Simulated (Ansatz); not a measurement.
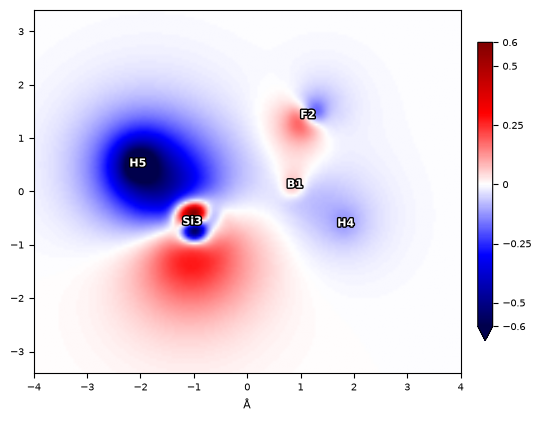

*BFH₄Si (SMILES FB[SiH3]). The HOMO−1 on the plane of atoms Si3, B1 and H4 (values in Å⁻³ᐟ²; the overall sign is arbitrary).*

Geometry: B3LYP/6-31G*.

Theory: isolated molecule in a Gaussian basis; Kohn-Sham density functional theory, functional PBE0 (Ansatz 0.2.0).

The calculation's input:

```
crystal:
  periodic: [false, false, false]
  atoms:
    - {symbol: B, position_ang: [-1.495333, 0.667408, 0.970216]}
    - {symbol: F, position_ang: [-2.080800, 1.851854, 1.093998]}
    - {symbol: Si, position_ang: [-0.818416, 0.025135, -0.845523]}
    - {symbol: H, position_ang: [-1.389620, 0.015092, 1.973617]}
    - {symbol: H, position_ang: [-1.093633, 0.978550, -1.955665]}
    - {symbol: H, position_ang: [0.654485, -0.201417, -0.770533]}
    - {symbol: H, position_ang: [-1.448068, -1.285741, -1.177987]}
basis:
  gaussian:
    orbitals: def2-TZVPD
hamiltonian:
  xc: {name: PBE0}
output:
  forces: true
  orbitals: {seedname: orbitals}
```

Command:

```sh
ansatz run input.yaml --threads 1 --pin off --max-ram 2610MiB --events-out events.jsonl --progress --plain --runs-dir runs
```

> Describe this orbital and give its energy.

By Hirshfeld shares it lies mainly on Si3 (about 40 %), H5 (about 35 %), H6 (about 10 %) and H7 (about 10 %). Its energy is −9.81 eV.
